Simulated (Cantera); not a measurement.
Input: 1 mol CCl4, 1.4 mol CH4, 0.095 mol H2, at 75.0 Torr.

These are equilibrium values from Cantera (NASA tables, ideal gas, pure condensed phases), not measurements of a reactor. Candidate condensed phases: C, C6H6, C7H8, C8H18; 91 gas species. The tables' values for CCl are old estimates; treat these amounts as uncertain. Equilibrium is a limit: real reactors are often held back by kinetics, nucleation or transport.

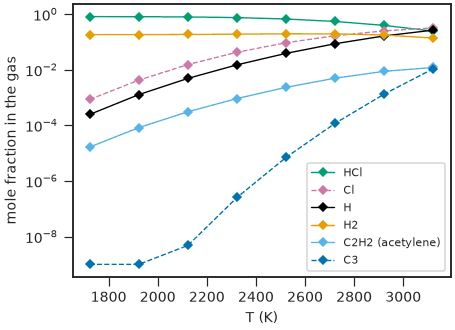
Fig. 1. Equilibrium gas composition (values under 1e-9 drawn at 1e-9)

**Question.** Read off the mole fractions at 2523 K.

**Answer.** HCl about 0.67, H2 about 0.20, Cl about 0.094, H about 0.039, C2H2 (acetylene) about 0.0023, C3 about 7.1e-6.
